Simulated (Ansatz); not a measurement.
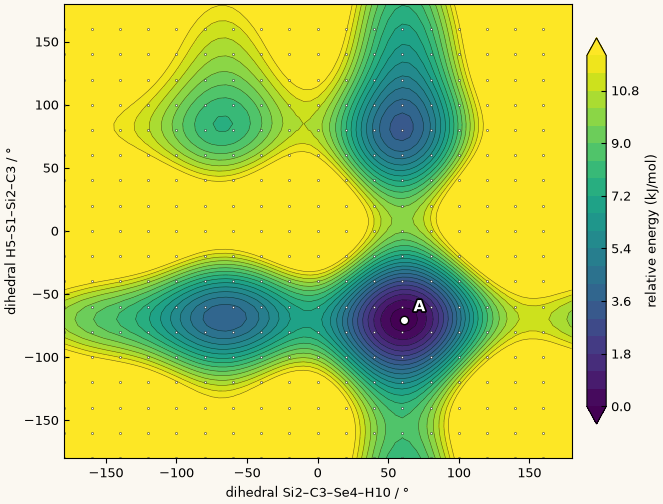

CH₆SSeSi, SMILES S[SiH2]C[SeH]. The first coordinate is: dihedral Si2–C3–Se4–H10; the second: dihedral H5–S1–Si2–C3. Nothing is relaxed (all other coordinates rigid). The scan uses an 18 × 18 grid. Points are written as (first, second). Energies are in kJ/mol, from the lowest grid point. Theory: Ansatz 0.2.0, RKS PBE-D4/def2-SVP.

The picture shows filled contours, dots at the grid points, one colour for all values above the top of the scale, the well A. Between grid points the surface is interpolated.

Where is the minimum, and how stiff is the well along each coordinate? Take the well at A.

Answer. The interpolated minimum is at dihedral Si2–C3–Se4–H10 ≈ 61°, dihedral H5–S1–Si2–C3 ≈ −70°. The curvatures there are about 0.26 eV/rad² and 0.26 eV/rad², with a cross term of about −0.01 eV/rad². Round the minimum the contours are nearly round: the two directions are equally stiff and uncoupled. (1 eV is 96.5 kJ/mol.)
